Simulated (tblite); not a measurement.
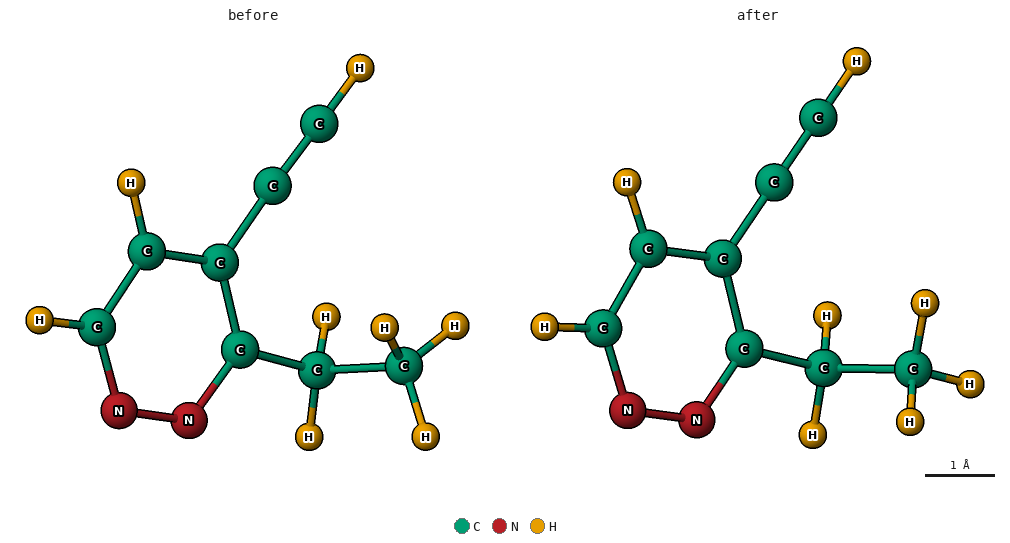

The structure of C8H8N2 before (left) and after (right) a relaxation, at one scale.

A ball-and-stick model, seen at a tilt.

Method: GFN2-xTB geometry optimisation, gas phase in tblite 0.8.0. 

Question: What changed between the two?

Answer: Over 65 geometry steps the energy falls by 41.9 kJ/mol. An H atom moves most after the best rigid fit: 0.88 Å. By element the largest moves are H 0.88 Å, C 0.16 Å, N 0.06 Å. Near-neighbour distances that change, for instance: C–C 1.370 → 1.414 Å, C–C 1.449 → 1.413 Å, C–H 1.120 → 1.087 Å, C–H 1.081 → 1.049 Å. Among the angles between lasting bonds that change: H–C–H 115.5° → 108.7°, C–C–H 105.8° → 110.6°, C–C–C 105.7° → 110.3°. Groups turn about C–C by about 40°.
